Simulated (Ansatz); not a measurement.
# HfN$_{3}$H$_{6}$Br (charge −1): single-point calculation

- system: HfN$_{3}$H$_{6}$Br, charge −1, multiplicity 2
- method: UKS wB97X/def2-TZVPD (Ansatz 0.2.0)

Some settings of this run were made unusual or wrong on purpose. The geometry comes from this level: PBE0-D4/def2-TZVP.

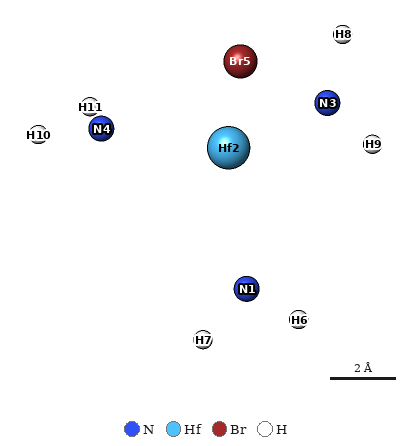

The structure (ball-and-stick view, seen at a tilt; atoms are numbered from 1 in the order of the input). Sticks are drawn by distance; a stretched bond gets none, so the picture shows separate pieces.

Outcome:

```tsv
quantity	value
outcome	converged
total energy	−75891.3818 eV
⟨S²⟩	7.781
hardware	4 threads of Intel Xeon @ 2.90GHz, 31 GiB of memory available, shared host
wall time	23 s (CPU time 85 s)
peak memory	1.3 GiB
```

Diagnosis:

The input was spoiled on purpose: apart. The program still converged, but the numbers can't be taken as results for the intended system. ⟨S²⟩ is 7.78 against 0.75 for a pure state: the solution is spin-contaminated.

Input file:
```yaml
crystal:
  periodic: [false, false, false]
  atoms:
    - {symbol: N, position_ang: [-3.327908, 2.387324, 0.785629]}
    - {symbol: Hf, position_ang: [-0.080749, -0.023666, -1.080200]}
    - {symbol: N, position_ang: [3.775781, 1.749350, 0.269375]}
    - {symbol: N, position_ang: [-0.317400, -4.098648, 0.702002]}
    - {symbol: Br, position_ang: [-0.495680, -0.145502, -6.672213]}
    - {symbol: H, position_ang: [-3.962686, 4.406295, 0.098587]}
    - {symbol: H, position_ang: [-4.675192, 1.727615, 2.423622]}
    - {symbol: H, position_ang: [5.772186, 1.224252, -0.561185]}
    - {symbol: H, position_ang: [4.018317, 3.395817, 1.740313]}
    - {symbol: H, position_ang: [-1.831445, -5.635061, 0.155775]}
    - {symbol: H, position_ang: [1.124774, -4.987798, 2.138295]}
basis:
  gaussian: {orbitals: def2-TZVPD}
total_charge: -1
magnetization: {spin_polarized: true, initial_magnetization: 1}
hamiltonian: {xc: {name: wB97X}}
scf: {lower_state_search: off}
```

Launch command:
```bash
ansatz run in.yaml --threads 4 --pin off --events-out ev --progress --plain --max-ram 11315MiB
```

What the program printed:
```
Functional definition: wB97X
  name "wB97X"
  cite "Chai & Head-Gordon, J. Chem. Phys. 128, 084106 (2008) doi:10.1063/1.2834918"
  cite "Becke, J. Chem. Phys. 107, 8554 (1997) doi:10.1063/1.475007"
  parameter omega = 0.3/bohr
  parameter cx = 0.157706
  parameter cx1 = 0.726479
  parameter cx2 = 1.04760
  parameter cx3 = -5.70635
  parameter cx4 = 13.2794
  parameter css1 = -4.33879
  parameter css2 = 18.2308
  parameter css3 = -31.7430
  parameter css4 = 17.2901
  parameter cos1 = 2.37031
  parameter cos2 = -11.3995
  parameter cos3 = 6.58405
  parameter cos4 = -3.78132
  # The coefficients of nought are those of the uniform gas.
  exchange = spin_sum(e_x_unif_sr(omega)*poly(b97_u_x, 1 - cx, cx1, cx2, cx3, cx4)) + cx*exact_x_sr(omega)
      + exact_x_lr(omega)
  correlation = spin_sum(e_c_pw_same_spin*poly(b97_u_same, 1, css1, css2, css3, css4))
      + integral(e_c_pw_opposite_spin*poly(b97_u_opposite, 1, cos1, cos2, cos3, cos4))
these checks for a lower state are left out or cut short: stability, starts, cluster_reference, orbital_swaps, neighbouring_geometries, increment
1677 factors; their error is unknown
499 factors; integrals over basis functions are off by at most 5.7e-5 eV
mean field evaluation 1: about -75869.5751 eV, gradient 3.0e1 eV
mean field evaluation 2: about -75292.1069 eV, gradient 2.3e2 eV
mean field evaluation 4: about -75850.1066 eV, gradient 6.2e1 eV
mean field evaluation 8: about -75888.8831 eV, gradient 5.6e0 eV
mean field evaluation 16: about -75891.3294 eV, gradient 2.6e-1 eV
mean field evaluation 32: about -75891.3819 eV, gradient 9.6e-6 eV
mean field -75891.38186942 eV, -2788.9568426748 hartree, gradient 9.6e-6 eV, S^2 7.781496; 0 other end points of the search recorded, 0 dependent functions left out
reference -75891.38182994 eV, -2788.9568412241 hartree; 38, 37 occupied and 227, 228 virtual orbitals, 1677 factors
Total energy: -75891.38182994 eV, -2788.9568412241 hartree
Checks for a lower state left out: stability, starts, cluster_reference, orbital_swaps, neighbouring_geometries, increment
```
